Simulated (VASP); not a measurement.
Consider the following.

```
CELL_PARAMETERS angstrom
      0.00000     2.10087     2.10087
      2.10087     0.00000     2.10087
      2.10087     2.10087     0.00000
ATOMIC_POSITIONS crystal
  Ti 0.00000 0.00000 0.00000
  N  0.50000 0.50000 0.50000
```

The numbers are results of AM05 GGA, VASP's PBE PAW potentials (set 64) (plane waves; VASP), not measurements. Run with 520 eV cut-off, 17×17×17 Γ-centred mesh, tetrahedra with Blöchl corrections, potentials Ti_sv N.

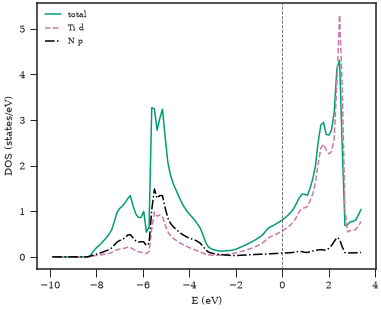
Figure. Total and projected density of states, zero at the Fermi level

Within 2 eV below the Fermi level the largest weight inside VASP's projection spheres is Ti d.

It has no gap at this level: it comes out as a metal or semimetal.

The compound is TiN in the rock salt structure. It was relaxed first. The electron count is odd and the run is not spin-polarised, which forces a metal.
